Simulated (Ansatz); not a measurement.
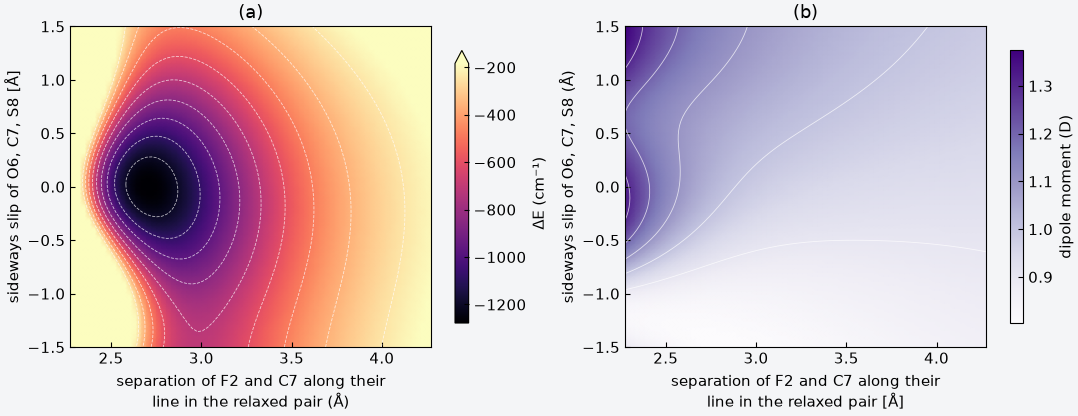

The pair CH₃F···COS. The first coordinate is: separation of F2 and C7 along their line in the relaxed pair; the second: sideways slip of O6, C7, S8. Nothing is relaxed (both partners rigid). The grid has 15 × 15 points. Points are written as (first, second). Energies are in cm⁻¹, from the two partners far apart, frozen as in the relaxed pair, each in its own basis (no counterpoise correction). These are results of RKS SPW92 (LDA)/def2-SVPD (Ansatz 0.2.0), not measurements.

Panel (a) is the energy; panel (b) is the computed dipole moment, in D.

In the figure: a smooth colour map with a few white contour lines, one colour for all values above the top of the scale. Between grid points the surface is interpolated.

**How does the dipole moment vary over the map, and what is it at the lowest grid point?**

Leaving out the highest fifth of the energies, it runs from 0.80 D at (2.885 Å, −1.500 Å) to 1.27 D at (2.324 Å, 0.000 Å). At the lowest grid point, (2.747 Å, 0.000 Å), it is 1.03 D.
